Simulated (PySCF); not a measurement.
**C$_{6}$H$_{16}$Sn (SnHMe2(tBu)): density, localisation and related maps**

The calculation's input:

```
{"job": {"kind": "uv", "xc": "CAM-B3LYP", "basis": "def2-SVPD", "ip": false, "nstates": 10}, "charge": 0, "multiplicity": 1}
Sn     0.538689     0.913507     0.716602
H      0.589981     0.886883     2.443559
C      2.550042     0.923440    -0.063159
H      2.525679     0.945267    -1.162564
H      3.090975     0.022440     0.259729
H      3.096499     1.808569     0.292592
C     -0.496880     2.682592     0.046038
H     -1.531757     2.690148     0.417040
H     -0.515662     2.710601    -1.052795
H      0.012686     3.585711     0.411407
C     -0.507681    -0.874434     0.002780
C     -0.671057    -0.765379    -1.510802
C     -1.874623    -0.948401     0.676843
C      0.322993    -2.104209     0.356504
H     -1.185590    -1.660684    -1.909107
H     -1.273307     0.110995    -1.800636
H      0.299063    -0.692851    -2.029532
H     -2.497639    -0.068738     0.447044
H     -1.790896    -1.023196     1.773151
H     -2.430525    -1.839767     0.328450
H      0.469598    -2.206396     1.443924
H      1.318532    -2.081664    -0.115824
H     -0.181859    -3.024793     0.007017
```

Command:

```sh
OMP_NUM_THREADS=1 python probes_run.py task.json out
```

Geometry: PBE0-D3(BJ)/def2-SVP; core potentials replace the inner electrons of Sn.

Method: CAM-B3LYP/def2-SVPD, SCF density, gas phase, scalar-relativistic core potentials on the heavy atoms (PySCF).

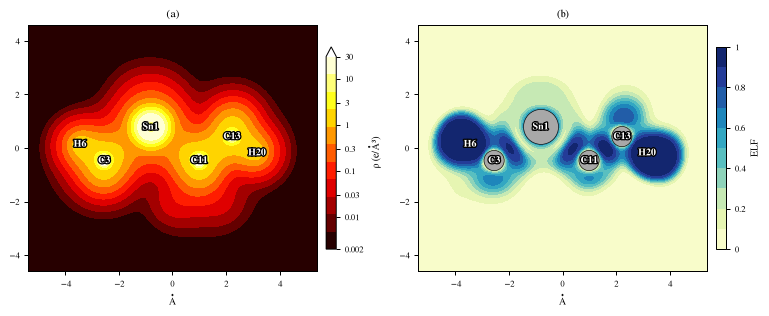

Figure 1. (a) electron density; (b) electron localisation function on the plane of atoms Sn1, C3 and H6. Grey discs cover the atomic cores in the ELF map.

### What do the fields say about this system?

- The section cuts through Sn, C and H sites.
- C–C (1.53 Å): ρ is about 1.7 e/Å³ halfway; the ELF peaks at about 0.95 between the atoms, as expected for a shared electron pair.
- C–Sn (2.16 Å): ρ is about 0.68 e/Å³ halfway; the ELF peaks at about 0.90 in the valence shell of C, 0.7 Å from its nucleus, and drops to about 0.20 between the two atoms.
- C–H (1.10 Å): ρ at the midpoint is about 1.9 e/Å³; the ELF climbs to about 1 towards the hydrogen, as it does in any bond to H; a covalent bond by its length.

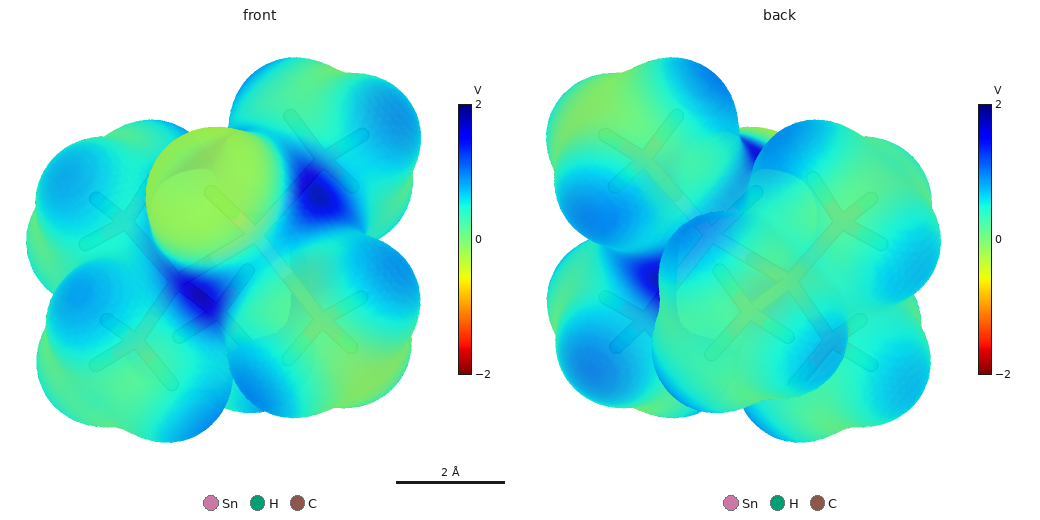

Figure 2. The molecular electrostatic potential painted on the density surface at 0.004 e/bohr³, seen from the front and from behind; red is negative and blue positive.

### Which sites attract a positive test charge, and which a negative one?

A positive charge is drawn to the negative regions and a negative charge to the positive ones. The most negative region (about −0.2 V) lies over H2, the most positive (about +1.7 V) over Sn1.

### How polar is the molecule by this calculation?

Its dipole moment is 0.55 D.
